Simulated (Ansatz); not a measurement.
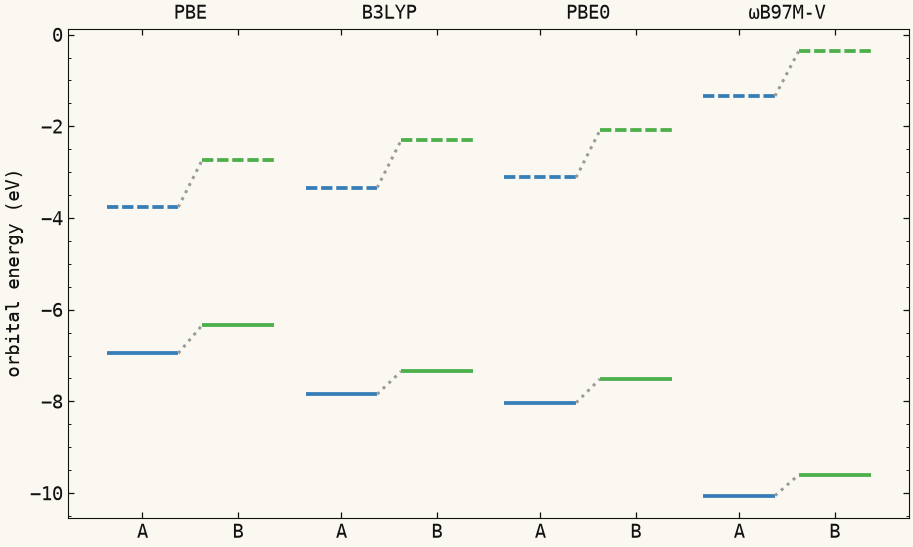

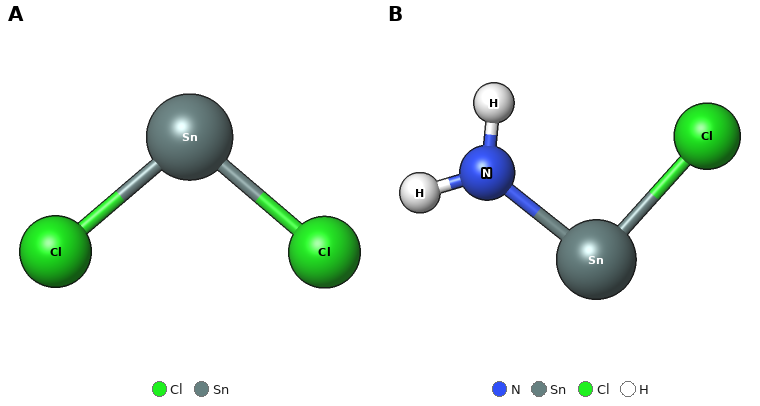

One change: A, SnCl₂ (SMILES [Cl][Sn][Cl]), becomes B, SnNH₂Cl (SMILES [NH2][Sn][Cl]). Cl on Sn is replaced by NH₂. HOMO (solid) and LUMO (dashed) computed in def2-TZVPP at PBE0-D4/def2-TZVP geometries, both minima by their frequencies, gas phase, the Ansatz code.

### What does the change do to HOMO and LUMO?

PBE: the HOMO rises by 0.61 eV, the LUMO rises by 1.02 eV, and the separation goes from 3.19 to 3.60 eV. B3LYP: the HOMO rises by 0.50 eV, the LUMO rises by 1.03 eV, and the separation goes from 4.51 to 5.04 eV. PBE0: the HOMO rises by 0.52 eV, the LUMO rises by 1.03 eV, and the separation goes from 4.91 to 5.43 eV. ωB97M-V: the HOMO rises by 0.46 eV, the LUMO rises by 0.99 eV, and the separation goes from 8.72 to 9.25 eV.

### Do the functionals agree on the effect?

They agree on the direction for both levels; the HOMO shift lies between 0.46 and 0.61 eV and the LUMO shift between 0.99 and 1.03 eV, while the separations themselves differ by up to 5.6 eV between functionals.

Note: core potentials past krypton; spin-orbit coupling is left out, and with Sn it can shift these values.
